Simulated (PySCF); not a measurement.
**Geometry relaxation, with input and output: C5H11NO (part 2 of 2)**

C5H11NO (N,N-Dimethylpropionamide); PBE0-D3(BJ)/def2-TZVP geometry optimisation, gas phase (PySCF 2.14.0). 

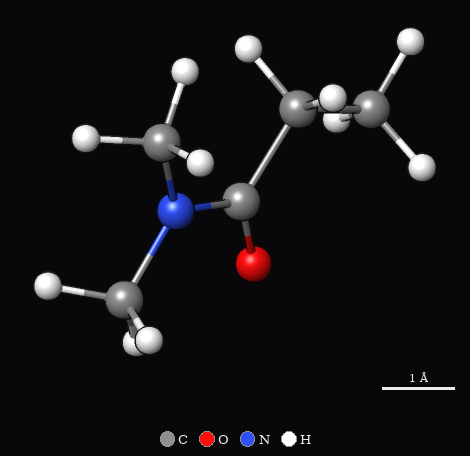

*The geometry at step 16 of the log (ball-and-stick view, seen at a tilt).*

Trajectory as extended XYZ, continued:
```
18
Properties=species:S:1:pos:R:3:forces:R:3 step=12 energy=-8895.20978
C     2.7063   -0.1442    0.0990   -0.0067   0.0214  -0.0264
C     1.3261    0.4424   -0.1137    0.0092   0.0089  -0.0841
C     0.2351   -0.6039    0.0065   -0.0066   0.0680  -0.0110
O     0.5036   -1.7835    0.1426   -0.0265  -0.0253   0.0098
N    -1.0506   -0.1526   -0.0691    0.0000  -0.0744   0.0309
C    -1.4047    1.2446   -0.1170    0.0683   0.0067  -0.0452
C    -2.1317   -1.0925    0.1049   -0.0059  -0.0089  -0.0221
H     2.7977   -0.5830    1.0928   -0.0036  -0.0046   0.0104
H     2.9028   -0.9363   -0.6233    0.0043  -0.0142   0.0106
H     3.4704    0.6278   -0.0137   -0.0051  -0.0001   0.0103
H     1.1360    1.2609    0.5869   -0.0151  -0.0049   0.0337
H     1.2562    0.8876   -1.1136   -0.0064   0.0265   0.0164
H    -0.7964    1.7909   -0.8396    0.0105  -0.0100   0.0252
H    -2.4443    1.3285   -0.4356    0.0092   0.0018  -0.0027
H    -1.3097    1.7374    0.8581   -0.0219   0.0021   0.0097
H    -2.6715   -0.9069    1.0397   -0.0049   0.0033   0.0113
H    -2.8402   -1.0167   -0.7257    0.0021   0.0059   0.0149
H    -1.7125   -2.0951    0.1308   -0.0007  -0.0023   0.0085
18
Properties=species:S:1:pos:R:3:forces:R:3 step=13 energy=-8895.18955
C     2.7095   -0.1625    0.1001    0.0044   0.0091   0.0057
C     1.3468    0.4413   -0.1726   -0.0077  -0.0516  -0.0672
C     0.2391   -0.5929   -0.0586   -0.0098   0.0224   0.0355
O     0.4972   -1.7746    0.0766    0.0240  -0.0203   0.0165
N    -1.0506   -0.1481   -0.1195   -0.0262   0.0267   0.4055
C    -1.4442    1.2338   -0.1524   -0.0575   0.0109  -0.2507
C    -2.1152   -1.0687    0.1935   -0.0158  -0.0737  -0.0808
H     2.7572   -0.5768    1.1080    0.0038  -0.0020  -0.0057
H     2.9221   -0.9758   -0.5931   -0.0097  -0.0042  -0.0019
H     3.4876    0.5968   -0.0006    0.0031   0.0008   0.0012
H     1.1470    1.2657    0.5180    0.0616  -0.0145   0.0128
H     1.3220    0.8722   -1.1804   -0.0444   0.0318   0.0222
H    -0.5829    1.8717   -0.3024    0.0353   0.1430   0.0173
H    -2.1217    1.3944   -0.9976   -0.0782   0.0755   0.0435
H    -1.9685    1.5448    0.7642    0.1336  -0.1204  -0.0640
H    -2.4655   -0.9353    1.2257    0.0265   0.0239  -0.0390
H    -2.9598   -0.8956   -0.4775   -0.0192  -0.0445  -0.0273
H    -1.7472   -2.0847    0.0787   -0.0237  -0.0130  -0.0236
18
Properties=species:S:1:pos:R:3:forces:R:3 step=14 energy=-8895.21888
C     2.7083   -0.1538    0.0896    0.0047   0.0012  -0.0011
C     1.3351    0.4434   -0.1373    0.0058  -0.0181  -0.0175
C     0.2376   -0.5995   -0.0232   -0.0108   0.0070   0.0012
O     0.5006   -1.7803    0.1128    0.0178  -0.0009   0.0162
N    -1.0496   -0.1519   -0.0877   -0.0121   0.0261   0.0865
C    -1.4204    1.2380   -0.1430   -0.0193  -0.0248  -0.0550
C    -2.1255   -1.0804    0.1572    0.0026  -0.0040  -0.0026
H     2.7809   -0.5958    1.0841    0.0013   0.0001  -0.0054
H     2.9125   -0.9464   -0.6301   -0.0044  -0.0002   0.0006
H     3.4781    0.6145   -0.0067    0.0031   0.0004  -0.0004
H     1.1422    1.2501    0.5770    0.0217  -0.0080   0.0058
H     1.2802    0.9021   -1.1314   -0.0118   0.0090   0.0071
H    -0.6393    1.8340   -0.6065    0.0111   0.0350   0.0112
H    -2.3189    1.3407   -0.7564   -0.0214   0.0204   0.0062
H    -1.6418    1.6551    0.8492    0.0210  -0.0356  -0.0184
H    -2.5754   -0.9132    1.1436    0.0032   0.0072  -0.0155
H    -2.9047   -0.9600   -0.6000   -0.0081  -0.0133  -0.0130
H    -1.7272   -2.0911    0.1190   -0.0042  -0.0016  -0.0059
18
Properties=species:S:1:pos:R:3:forces:R:3 step=15 energy=-8895.22048
C     2.7106   -0.1575    0.0645    0.0101  -0.0105   0.0042
C     1.3330    0.4484   -0.1032    0.0020  -0.0075   0.0369
C     0.2378   -0.5961    0.0144   -0.0136  -0.0172  -0.0311
O     0.5030   -1.7754    0.1619    0.0106   0.0035   0.0207
N    -1.0489   -0.1503   -0.0554    0.0010   0.0263  -0.0550
C    -1.4170    1.2377   -0.1588   -0.0288  -0.0129   0.0375
C    -2.1289   -1.0828    0.1522    0.0073   0.0072   0.0342
H     2.8088   -0.6339    1.0408    0.0007   0.0023  -0.0120
H     2.8933   -0.9260   -0.6871   -0.0031   0.0115   0.0045
H     3.4790    0.6127   -0.0261    0.0064   0.0014  -0.0048
H     1.1610    1.2258    0.6493    0.0123   0.0054  -0.0154
H     1.2502    0.9480   -1.0747   -0.0028  -0.0128  -0.0018
H    -0.6461    1.8179   -0.6593    0.0095   0.0068   0.0097
H    -2.3316    1.3236   -0.7504   -0.0012  -0.0076  -0.0077
H    -1.6116    1.6885    0.8230   -0.0015   0.0080   0.0001
H    -2.6231   -0.9040    1.1146   -0.0056  -0.0061  -0.0106
H    -2.8747   -0.9804   -0.6408   -0.0017  -0.0030  -0.0142
H    -1.7220   -2.0909    0.1451   -0.0018   0.0054   0.0046
18
Properties=species:S:1:pos:R:3:forces:R:3 step=16 energy=-8895.22229
C     2.7153   -0.1635    0.0598   -0.0035  -0.0023  -0.0068
C     1.3392    0.4476   -0.1056   -0.0031   0.0028   0.0016
C     0.2384   -0.5901    0.0255   -0.0047   0.0095  -0.0037
O     0.5020   -1.7678    0.1872   -0.0049  -0.0054   0.0085
N    -1.0489   -0.1446   -0.0513    0.0129  -0.0091  -0.0254
C    -1.4284    1.2396   -0.1557   -0.0015  -0.0065   0.0162
C    -2.1271   -1.0803    0.1529    0.0038   0.0026   0.0035
H     2.8200   -0.6288    1.0404   -0.0013  -0.0012  -0.0024
H     2.8869   -0.9410   -0.6849    0.0010   0.0023   0.0050
H     3.4871    0.6013   -0.0478   -0.0010   0.0014   0.0009
H     1.1768    1.2367    0.6362    0.0073   0.0006  -0.0010
H     1.2554    0.9334   -1.0841   -0.0115   0.0012  -0.0003
H    -0.6311    1.8399   -0.5855    0.0131   0.0008   0.0074
H    -2.2992    1.3273   -0.8109   -0.0031   0.0004  -0.0009
H    -1.6988    1.6663    0.8190   -0.0028  -0.0003  -0.0040
H    -2.6191   -0.9121    1.1181   -0.0032   0.0025  -0.0031
H    -2.8754   -0.9703   -0.6373    0.0024  -0.0018  -0.0046
H    -1.7202   -2.0881    0.1342    0.0001   0.0025   0.0089
18
Properties=species:S:1:pos:R:3:forces:R:3 step=17 energy=-8895.22309
C     2.7189   -0.1709    0.0452   -0.0030   0.0019  -0.0054
C     1.3441    0.4486   -0.0994   -0.0055   0.0012  -0.0047
C     0.2395   -0.5837    0.0455   -0.0003   0.0090  -0.0059
O     0.5009   -1.7595    0.2242   -0.0044  -0.0034   0.0061
N    -1.0476   -0.1399   -0.0415    0.0054  -0.0201   0.0103
C    -1.4375    1.2391   -0.1617    0.0047   0.0091  -0.0065
C    -2.1256   -1.0763    0.1576   -0.0034  -0.0060  -0.0065
H     2.8355   -0.6378    1.0234   -0.0011  -0.0015   0.0017
H     2.8754   -0.9485   -0.7025    0.0014  -0.0007  -0.0003
H     3.4932    0.5899   -0.0735   -0.0011   0.0001   0.0026
H     1.1984    1.2362    0.6471    0.0041   0.0018   0.0030
H     1.2494    0.9371   -1.0754   -0.0108   0.0032   0.0002
H    -0.6068    1.8594   -0.4850    0.0086   0.0091   0.0039
H    -2.2341    1.3320   -0.9062   -0.0005   0.0057   0.0043
H    -1.8192    1.6372    0.7874    0.0050  -0.0081  -0.0052
H    -2.6196   -0.9119    1.1224   -0.0020   0.0066  -0.0018
H    -2.8723   -0.9611   -0.6335    0.0028  -0.0066  -0.0024
H    -1.7198   -2.0844    0.1358    0.0000  -0.0012   0.0066
18
Properties=species:S:1:pos:R:3:forces:R:3 step=18 energy=-8895.22351
C     2.7200   -0.1738    0.0338   -0.0045   0.0005  -0.0026
C     1.3448    0.4493   -0.0907   -0.0025   0.0006  -0.0049
C     0.2396   -0.5812    0.0618    0.0024   0.0032   0.0029
O     0.5000   -1.7554    0.2526    0.0013  -0.0011  -0.0009
N    -1.0470   -0.1383   -0.0323   -0.0005  -0.0120  -0.0033
C    -1.4384    1.2390   -0.1656    0.0062   0.0097   0.0016
C    -2.1260   -1.0755    0.1567   -0.0044  -0.0029  -0.0009
H     2.8468   -0.6470    1.0077   -0.0013  -0.0012   0.0015
H     2.8663   -0.9473   -0.7202    0.0012  -0.0004  -0.0021
H     3.4944    0.5861   -0.0893   -0.0010   0.0001   0.0023
H     1.2106    1.2322    0.6632   -0.0002   0.0007   0.0022
H     1.2388    0.9447   -1.0619   -0.0026   0.0017  -0.0008
H    -0.5977    1.8654   -0.4488    0.0009   0.0010   0.0015
H    -2.2052    1.3337   -0.9410    0.0031   0.0008   0.0015
H    -1.8599    1.6290    0.7696    0.0004  -0.0019  -0.0003
H    -2.6334   -0.9067    1.1137   -0.0027   0.0065  -0.0014
H    -2.8621   -0.9655   -0.6451    0.0027  -0.0058  -0.0021
H    -1.7188   -2.0832    0.1458    0.0016   0.0004   0.0058
18
Properties=species:S:1:pos:R:3:forces:R:3 step=19 energy=-8895.22383
C     2.7198   -0.1762    0.0232    0.0022  -0.0009   0.0034
C     1.3448    0.4503   -0.0820   -0.0008   0.0001   0.0007
C     0.2398   -0.5796    0.0753    0.0015  -0.0077  -0.0062
O     0.4999   -1.7526    0.2742    0.0044   0.0047  -0.0010
N    -1.0464   -0.1377   -0.0253   -0.0060   0.0030  -0.0062
C    -1.4376    1.2386   -0.1699   -0.0007   0.0031   0.0112
C    -2.1267   -1.0747    0.1567   -0.0016   0.0018   0.0070
H     2.8546   -0.6586    0.9914    0.0000  -0.0010  -0.0001
H     2.8579   -0.9430   -0.7392    0.0004   0.0007  -0.0034
H     3.4943    0.5836   -0.1000    0.0005  -0.0004   0.0011
H     1.2204    1.2263    0.6809   -0.0023   0.0008  -0.0006
H     1.2288    0.9550   -1.0471    0.0036  -0.0027  -0.0010
H    -0.5895    1.8691   -0.4196   -0.0032  -0.0025  -0.0010
H    -2.1782    1.3349   -0.9703    0.0031  -0.0011  -0.0021
H    -1.8919    1.6225    0.7521   -0.0022   0.0012   0.0015
H    -2.6490   -0.8956    1.1037   -0.0031   0.0060  -0.0032
H    -2.8506   -0.9752   -0.6577    0.0021  -0.0053  -0.0029
H    -1.7175   -2.0817    0.1637    0.0021   0.0002   0.0029
```

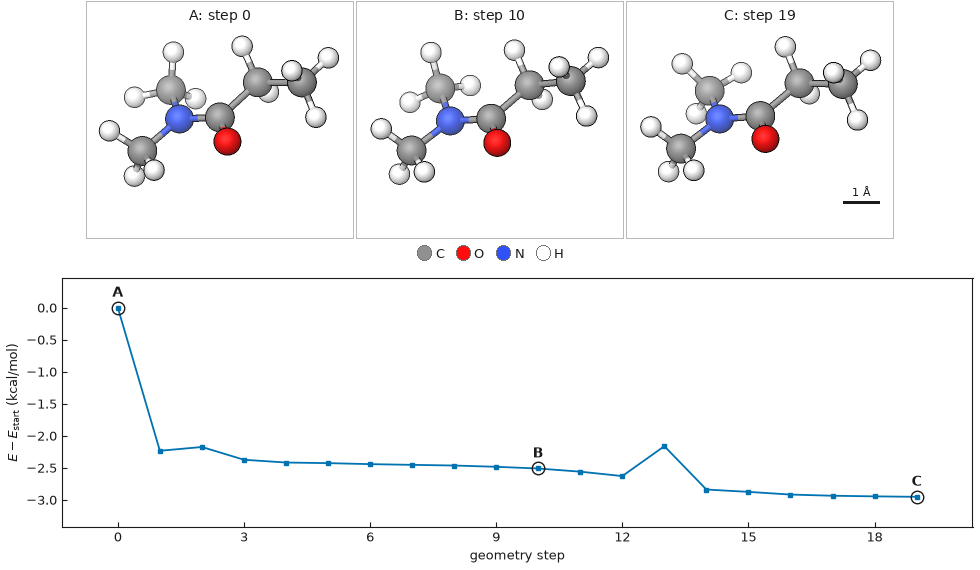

*Frames of the relaxation (ball-and-stick view, seen at a tilt) above the curves, on which the letters mark them (steps are counted from 0).*

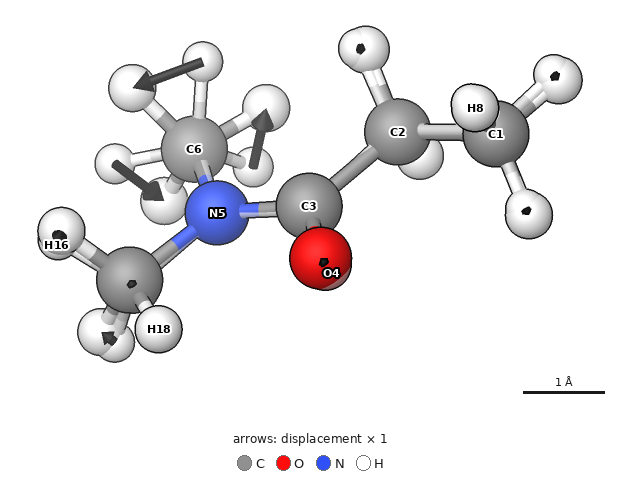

*Start (faint) and end (solid) with the displacements as black arrows, at true length (ball-and-stick view, seen at a tilt). The two geometries are laid on each other by the best rigid fit.*

The energy falls by 2.95 kcal/mol in 19 geometry steps. The largest force component goes from 1.8 to 0.011 eV/Å. H15 moves most after the best rigid fit: 0.93 Å. Largest moves by element: H 0.93 Å, O 0.10 Å, C 0.08 Å, N 0.02 Å. Among the contacts that change: C1–C2 1.555 → 1.515 Å, C1–H9 1.053 → 1.090 Å, C1–H8 1.063 → 1.090 Å, C3–N5 1.341 → 1.364 Å. Among the angles that change: H8–C1–H9 110.0° → 107.1°, O4–C3–N5 124.3° → 121.7°. (Atoms are counted from 1 in the order of the input.)

This output came from the following input.

Input file:
```
{"job": {"xc": "PBE0", "basis": "def2-TZVP", "d3": "d3bj", "grid": 2, "shake": 0.01, "kind": "geom"}, "charge": 0, "multiplicity": 1}
C      2.727670    -0.036440    -0.090660
C      1.280560     0.532690    -0.088350
C      0.249090    -0.591240    -0.010350
O      0.622340    -1.759540     0.008650
N     -1.034140    -0.207130     0.042800
C     -1.465210     1.181460     0.023840
C     -2.055830    -1.210580     0.121910
H      2.918750    -0.551100     0.819210
H      2.835060    -0.694370    -0.905560
H      3.425200     0.795730    -0.176910
H      1.140810     1.204730     0.774080
H      1.104760     1.112100    -0.990610
H     -1.209580     1.676660    -0.920080
H     -2.561470     1.208130     0.123780
H     -1.038340     1.735790     0.855030
H     -2.640500    -1.093830     1.052850
H     -2.738200    -1.114730    -0.735460
H     -1.588510    -2.176390     0.110090
```

The first line tells a small driver script what to run in PySCF; the rest is the geometry in Å.

Launched with:
```bash
OMP_NUM_THREADS=2 python <driver script> task.json out
```

Summary:

| quantity | value |
| --- | --- |
| outcome | converged |
| total energy | −326.893449 hartree |
| dipole moment | 3.66 D |
| point group | C1 |
| hardware | 2 CPU threads, shared host |
| wall time | 19 min (CPU time 40 min) |
| peak memory | 1.8 GiB |
